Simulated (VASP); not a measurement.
Band structure of Pb₄S₃Se (ordered alloy cell). Computed with PBE GGA, VASP's PBE PAW potentials (set 64) (plane waves; VASP 6.6.1).

Unless said otherwise, spin-orbit coupling is left out, though it shifts the bands of the heavy elements here.

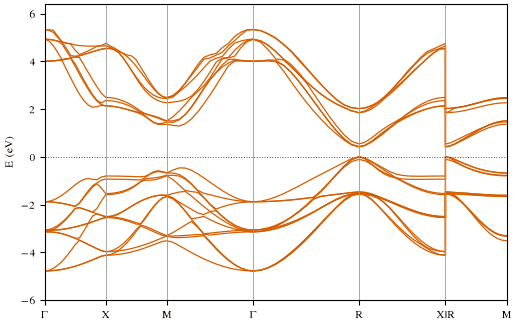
*Bands along high-symmetry lines, zero at the valence-band maximum or, without a gap, the Fermi level*

**Question.** Read the plot: is there a gap, and where are the band edges?

**Answer.** The gap is direct, 0.42 eV, from the valence maximum at R to the conduction minimum at R. (Edges off the drawn lines would not show.)

The structure was generated: Pb4S3Se was put into an ordered model structure (Pm-3m), which need not be its known phase. It was relaxed first.
